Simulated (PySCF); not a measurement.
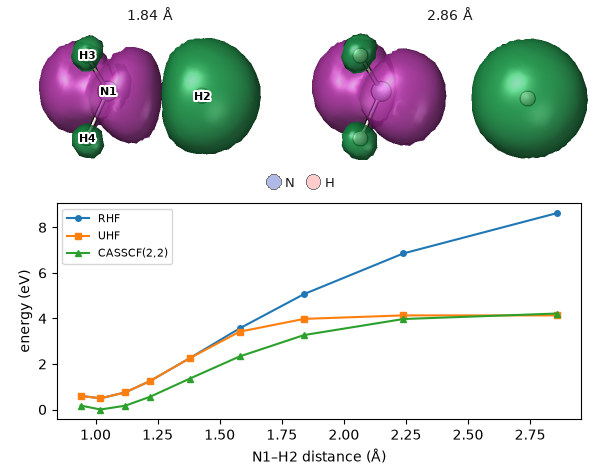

*H3N, SMILES `N`. Rigid stretch of the N1–H2 bond. Broken-symmetry UHF spin density at ±0.03 e/Å³ (green: α, purple: β). Below: energies along the scan, from the lowest point of the three curves.*

Method: def2-SVPD basis; geometry: GFN2-xTB; program: PySCF. No frequency check shows the geometry to be a minimum.

The calculation's input:

```python
import numpy as np
from pyscf import gto, scf, mcscf

mol = gto.M(atom='''
N      0.00002    -0.00002     0.11002
H      0.87174    -0.36201    -0.25676
H     -0.74953    -0.57379    -0.25671
H     -0.12233     0.93596    -0.25667
''', basis='def2-svpd', charge=0, spin=0, verbose=4)
# stretch the bond between atoms 1 and 2, from long to short, fragments rigid
a, b, move = 0, 1, [1]
xyz = mol.atom_coords(unit='Angstrom')
u = xyz[b] - xyz[a]
r0 = np.linalg.norm(u)
rows, last, dm_u = [], None, None
for r in [2.86, 2.24, 1.84, 1.58, 1.38, 1.22, 1.12, 1.02, 0.94]:
    new = xyz.copy()
    new[move] += u / r0 * (r - r0)
    m = mol.set_geom_(new, unit='Angstrom', inplace=False)
    rhf = scf.RHF(m).density_fit(auxbasis='def2-universal-jkfit').run()
    uhf = scf.UHF(m).density_fit(auxbasis='def2-universal-jkfit').newton()
    if dm_u is None:
        c = rhf.mo_coeff
        h = m.nelectron // 2 - 1
        ca, cb = c.copy(), c.copy()
        ca[:, h], cb[:, h] = (c[:, h] + c[:, h + 1]) / 2**.5, (c[:, h] - c[:, h + 1]) / 2**.5
        dm_u = np.array([x[:, :h + 1] @ x[:, :h + 1].T for x in (ca, cb)])
    uhf.kernel(dm0=dm_u)
    for _ in range(3):
        c, _, stable, _ = uhf.stability(return_status=True)
        if stable:
            break
        uhf.kernel(c, uhf.mo_occ)
    dm_u = uhf.make_rdm1()
    mc = mcscf.CASSCF(rhf, 2, 2)
    mc.natorb = True
    mc.fix_spin_(ss=0)
    guess = mcscf.addons.make_natural_orbitals(uhf)[1] if last is None else mcscf.project_init_guess(mc, last.mo_coeff, last.mol)
    mc.kernel(guess)
    last = mc
    act = slice(mc.ncore, mc.ncore + mc.ncas)
    print('r %.3f  RHF %.6f  UHF %.6f  <S^2> %.3f  CASSCF %.6f  occupations' % (r, rhf.e_tot, uhf.e_tot, uhf.spin_square()[0], mc.e_tot), mc.mo_occ[act].round(4))
    rows.append((new, rhf.e_tot, uhf.e_tot, uhf.spin_square()[0], mc.e_tot, mc.mo_occ[act], mc.mo_coeff[:, act], dm_u[0] - dm_u[1], rhf.converged and uhf.converged and mc.converged))
    np.savez('result.npz', **{k: [row[i] for row in rows] for i, k in enumerate('xyz rhf uhf s2 cas occ c spin ok'.split())})
```

Run with:

```sh
OMP_NUM_THREADS=1 python input.py
```

The run took 17 s on 1 thread of Intel(R) Xeon(R) Platinum 8259CL CPU @ 2.50GHz (Skylake/Cascade Lake), with other jobs on the host, peak memory 0.2 GiB.

### How does the broken-symmetry solution share the spin, and how far is it from a pure singlet?

At 2.86 Å excess α spin lies mostly on H2 and excess β on N1; the two could be swapped at no cost. ⟨S²⟩ is 0.77 at 1.84 Å and 1.00 at 2.86 Å, against 0 for a pure singlet and 1 for an equal mix of singlet and triplet.

### Where does the UHF solution part from RHF?

Between 1.38 Å (⟨S²⟩ = 0, the two coincide) and 1.58 Å (⟨S²⟩ = 0.35); at 2.86 Å ⟨S²⟩ is 1.00 and UHF lies 4.5 eV below RHF.

### How much energy does the stretch cost?

By CASSCF, 4.2 eV from the lowest point of the scan (1.02 Å) to 2.86 Å; RHF gives 8.1 eV from its own lowest point. The fragments aren't relaxed and dynamic correlation is missing, so this isn't a bond dissociation energy.
